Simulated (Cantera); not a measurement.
A closed system holds: 1 mol Si2Cl6, 0.22 mol N2, 0.27 mol NH3, equilibrated at 1.00 bar.

Equilibrium computed with Cantera from the NASA thermochemical tables; the gas is ideal and each condensed phase is pure. Candidate condensed phases: NH4Cl, Si, Si3N4; 28 gas species. The feed counts by its element totals alone. The tables' values for SiCl3 are old estimates; treat these amounts as uncertain. Equilibrium is a limit: real reactors are often held back by kinetics, nucleation or transport.

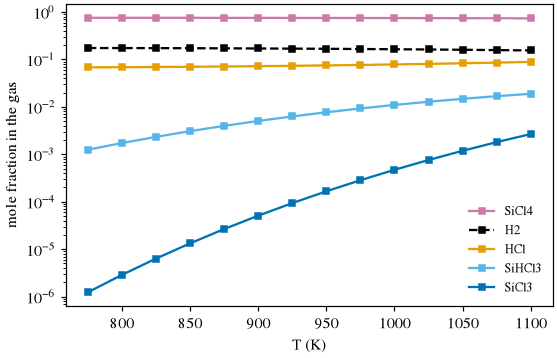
*Equilibrium gas composition (values under 1e-9 drawn at 1e-9)*

**Question.** Read off the mole fractions at 1025 K.

**Answer.** SiCl4 about 0.74, H2 about 0.16, HCl about 0.081, SiHCl3 about 0.013, SiCl3 about 0.00076.
